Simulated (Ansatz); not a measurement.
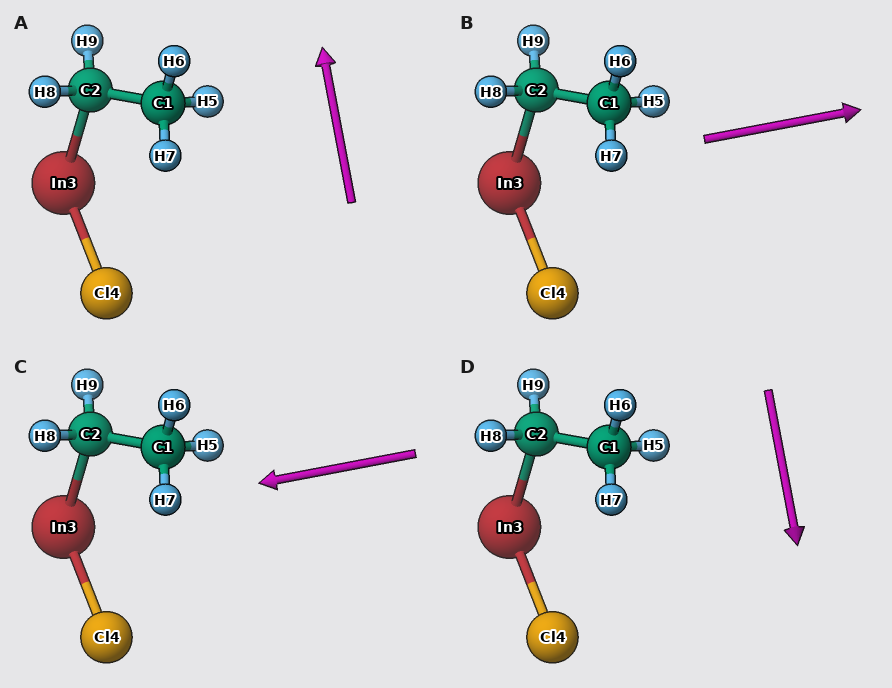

The same molecule four times, each with an arrow. The species is neutral and a spin doublet. The computed structure is the end point of a PBE0-D4/def2-TZVP optimisation. No frequency run is at hand to confirm it as a minimum. Level of theory: UKS B3LYP-D4/def2-TZVPP, core potentials on In (Ansatz 0.2.0).

**Which arrow points along the dipole moment, from the negative to the positive end?**

A. The dipole moment is 3.76 D; it points from the side of Cl4 to the side of H9 (the outermost atoms at the two ends).
